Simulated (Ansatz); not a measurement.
**Strength of the C–Ge bond: GeH3(CF3) → GeH3 + CF3**

Species: GeH3(CF3) (trifluoromethylgermane), singlet; GeH3 `[GeH3]`, doublet; CF3 (trifluoromethyl radical) `F[C](F)F`, doublet. 

Shapes, held fixed at every level: PBE0-D4/def2-TZVP. Programs: Ansatz 0.2.0. The zero-point and thermal change to 298 K, harmonic and unscaled (PBE0-D4/def2-TZVP), is -9.4 kJ/mol.

```
             level                    kind  ΔH(298 K) (kJ/mol)  less CCSD(T)/def2-TZVPP
      MP2/def2-SVP     perturbation theory              +306.1                    -13.3
    MP2/def2-TZVPP     perturbation theory              +326.4                     +7.0
     HF/def2-TZVPP            Hartree–Fock              +209.4                   -110.0
  SPW92/def2-TZVPP                     LDA              +359.0                    +39.6
wB97X-V/def2-TZVPP  range-separated hybrid              +326.6                     +7.2
  CCSD(T)/def2-SVP   coupled cluster or CI              +300.9                    -18.5
   CCSD/def2-TZVPP   coupled cluster or CI              +311.0                     -8.4
CCSD(T)/def2-TZVPP   coupled cluster or CI              +319.4                      0.0
```

The highest level, CCSD(T)/def2-TZVPP, gives ΔH(298 K) = +319.4 kJ/mol; the levels span +209.4 to +359.0. The column of differences is taken from that level and isn't an error. Hartree–Fock misses the correlation of the pair that is broken and comes out low. No measured value is set beside it here. Open shells run unrestricted. Relativity is left out for Ge. Outer-core shells of Ge are correlated, in sets that cover them unevenly.

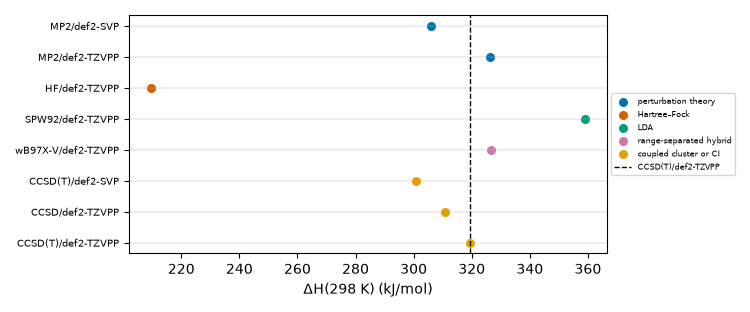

The values of the table, level by level.
